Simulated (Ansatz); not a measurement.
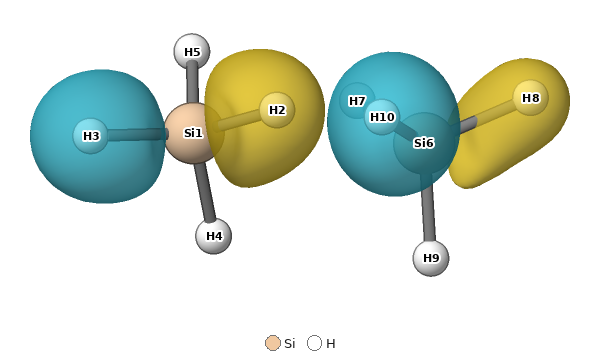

SiH$_{4}$···SiH$_{4}$. The HOMO at ±0.15 Å⁻³ᐟ² (yellow and cyan are the two phases), seen at a tilt.

Not at a stationary point (largest force 0.8 eV/Å).

Method: RKS PBE-D4/def2-SVP (Ansatz).

```xyz
10

Si    0.3834   -0.0049   -0.1094
H     0.5200    0.0434    1.3579
H     1.7289    0.0686   -0.7842
H    -0.4583    1.1547   -0.5646
H    -0.2917   -1.2906   -0.4954
Si   -2.7459    0.0063    1.2926
H    -2.9993   -0.8820    0.1078
H    -3.5891   -0.4635    2.4515
H    -3.1207    1.4199    0.9431
H    -1.3241   -0.0518    1.6883
```

Where does this orbital lie, and at what energy?

Answer. By Hirshfeld shares it lies mainly on Si1 (about 20 %), Si6 (about 20 %), H3 (about 15 %), H10 (about 15 %), H2 (about 15 %) and H8 (about 5 %). Its energy is −7.69 eV.
